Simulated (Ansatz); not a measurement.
**Cost against accuracy: basis.ecutwfc for SrCl2 (Fm-3m, 3 atoms in the cell)**

```yaml
crystal:
  lattice:
    - [0.00000, 3.56729, 3.56729]
    - [3.56729, 0.00000, 3.56729]
    - [3.56729, 3.56729, 0.00000]
  atoms:
    - { symbol: Sr, position: [0.00000, 0.00000, 0.00000] }
    - { symbol: Cl, position: [0.75000, 0.75000, 0.75000] }
    - { symbol: Cl, position: [0.25000, 0.25000, 0.25000] }
```

Method: PBE, PAW files (plane waves; Ansatz, an electronic-structure program).

Base settings: basis.ecutwfc = 420 eV; kpoints.mp_grid.grid = 6 6 6; hamiltonian.xc = pbe; hamiltonian.pseudopotentials = {kind: paw} (the program's default PAW files); scf.occupations.method = fixed.

Misses are taken against the tightest run, 840 eV, which need not be fully converged itself. The energy is the free energy per atom.

The count of work is k-points × plane waves × bands × iterations; it is no time, and leaves out set-up, grids and terms that scale otherwise. 

Ansatz's pressure holds its estimate of the finite-basis (Pulay) stress, which hides part of the cutoff error; the uncorrected pressure shows it.

The starting cell comes from a database of computed structures (which also holds hypothetical and non-ambient phases and stackings), without a prior relaxation at this level. Its lattice was rescaled by a random factor within 2.5 % of one. Ansatz's pressure includes its estimate of the finite-basis (Pulay) stress.

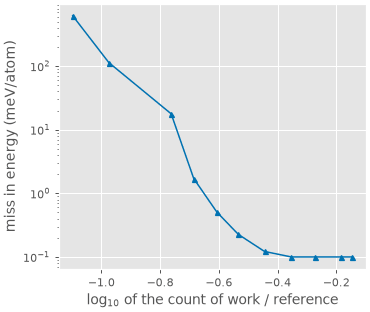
Miss against the count of work; the reference run is not drawn, and misses under 0.1 meV/atom are drawn there.

```tsv
basis.ecutwfc	energy less reference (meV/atom)	pressure less reference (GPa)	gap on the mesh less reference (eV)	uncorrected pressure less reference (GPa)	count of work / reference
170 eV	618.17	0.42	-0.063	-14.60	0.080
210 eV	113.89	-0.12	-0.009	-3.78	0.11
250 eV	17.79	0.04	-0.002	-0.75	0.17
295 eV	1.71	0.02	0.001	-0.07	0.21
335 eV	0.51	0.01	0.001	0.00	0.25
380 eV	0.23	0.00	0.000	0.00	0.29
420 eV	0.12	0.00	0.000	0.00	0.36
485 eV	0.07	0.00	0.000	0.00	0.44
545 eV	0.04	0.00	0.000	0.00	0.53
630 eV	0.02	0.00	0.000	0.00	0.65
735 eV	0.01	0.00	0.000	0.00	0.72
840 eV	0.00	0.00	0.000	0.00	1.0
```

Coarsest setting among those run that, with all tighter ones, holds the energy within 20 meV/atom of the reference: 250 eV, off by 18 meV/atom; it needs 0.17 of the reference's count of work.

Coarsest setting among those run that, with all tighter ones, holds the energy within 10 meV/atom of the reference: 295 eV, off by 1.7 meV/atom; it needs 0.21 of the reference's count of work.

The step from 170 eV to 295 eV: it takes the miss in the energy from 620 to 1.7 meV/atom, for 2.6 times the count of work.

Keys are those of Ansatz 0.2.
